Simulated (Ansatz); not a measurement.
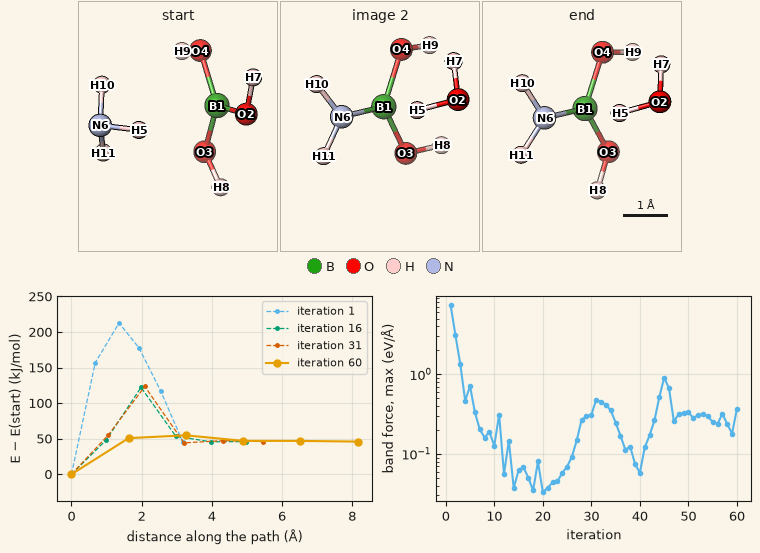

NEB run on BNH6O3, made up of BH$_{3}$O$_{3}$ and NH3. Images are numbered from 0 (start) to 5 (end). The plot follows the band through its iterations. A ball-and-stick model, seen at a tilt.

Method: RKS BLYP/6-31G* (Ansatz 0.2.0). Run with 4 movable images; no climbing image; force threshold 0.03 eV/Å; iteration limit 60; starting path through a guess of the saddle point.

Q: Judge this run.

A: The result isn't final. The band hadn't converged when the run stopped after 60 iterations. The largest component of the band force went from 7.4 to 0.37 eV/Å. The barrier read from it is provisional, though the highest image hardly moved in the last two iterations. The first iteration put the highest image at 212.8 kJ/mol. The energy climbs by 54.7 kJ/mol to image 2 and then falls by 8.8 kJ/mol, so the end point sits at +45.9 kJ/mol.

Limits of the set-up: the start holds two separate molecules, 2.7 Å apart at their closest, whose relative position is a soft coordinate and is computed without a dispersion correction.
